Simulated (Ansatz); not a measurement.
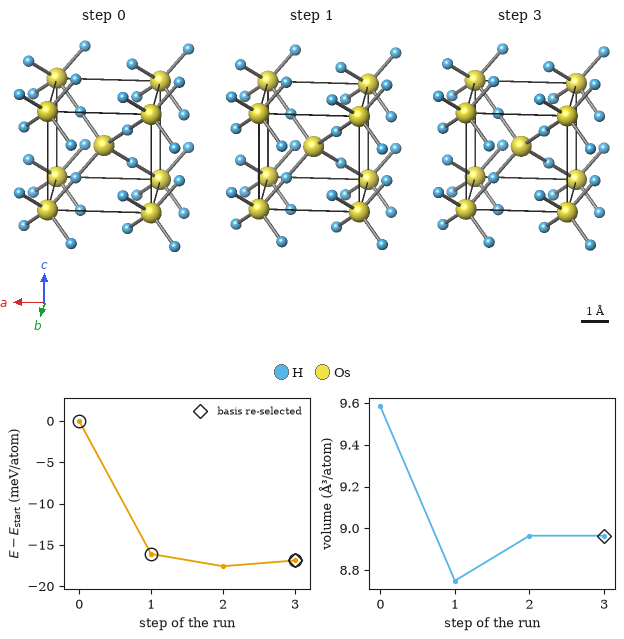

Frames of a relaxation of a crystal of H2Os (built on the cuprite_224 type) (coarse preliminary run), marked on the history of the run. A ball-and-stick model of the cell of the calculation, seen from a free direction.

Case: cuprite type (Pn-3m, No. 224).

Method: Ansatz 0.2.0, DFT PBE, scalar-relativistic, plane waves, PAW. Set-up: plane-wave cutoff 420 eV; k-point mesh 4 × 4 × 4; occupations gaussian; smearing width 0.1 eV; no spin polarisation; cell and atoms relaxed; force threshold 0.04 eV/Å; at most 70 steps.

### Describe the path.

The energy falls by 16.9 meV per atom in 2 accepted moves (3 points after the start). All forces vanish by symmetry, so only the cell relaxes. Pressure: −7.91 GPa at the start and −0.37 GPa at the end. The SCF was repeated once at an unchanged geometry on a basis and grid sized afresh for the cell, which shifted the energy by 0.7 meV per atom at most. The atoms keep their places relative to the cell (all moves are under 0.005 Å). The drawn cell changes as follows: a = b = c 3.860 → 3.775 Å (−2.2 %); the volume changes by −6.5 %. Some distances before and after: H–Os 1.671 → 1.635 Å. The space group stays Pn-3m (No. 224). From step 0 to 1: volume −8.7 %, energy −16.1 meV per atom. From step 1 to 3: volume +2.5 %, energy −0.8 meV per atom.

Limits of the set-up: the k-point mesh is coarse for a cell with partly filled bands.
